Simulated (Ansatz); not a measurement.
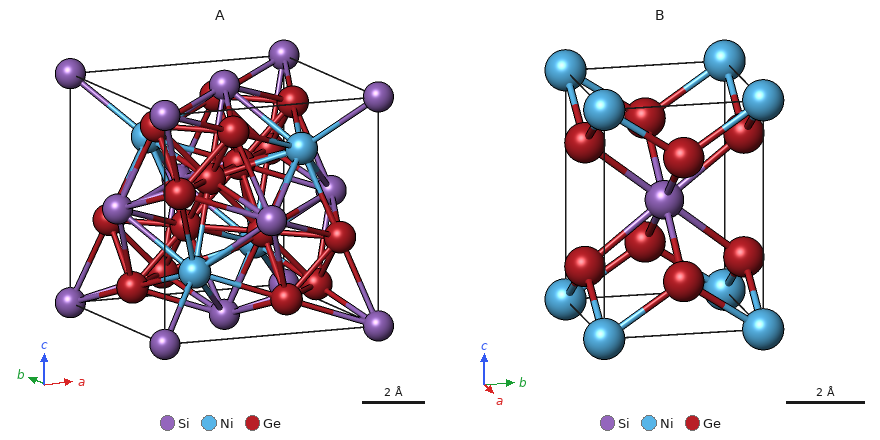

Two structures of SiNiGe$_{4}$, each relaxed to rest (conventional cells in solid outline, small ones repeated, not to one scale). Method: DFT PBE, scalar-relativistic, plane waves, PAW in Ansatz, without spin polarisation (spin-restricted runs, not always the ground states).

**What are the two structures?**

A: 24 atoms a cell on a face-centred cubic lattice, F-43m. B: 6 atoms a cell on a primitive tetragonal lattice, P4/mmm.

**Which has the lower energy, and by how much?**

B is lower, by 614 meV/atom at this level of theory (energies at zero smearing). Volumes: A 18.5, B 17.9 Å³/atom.

One or both may be structure types tried for this composition rather than known phases.
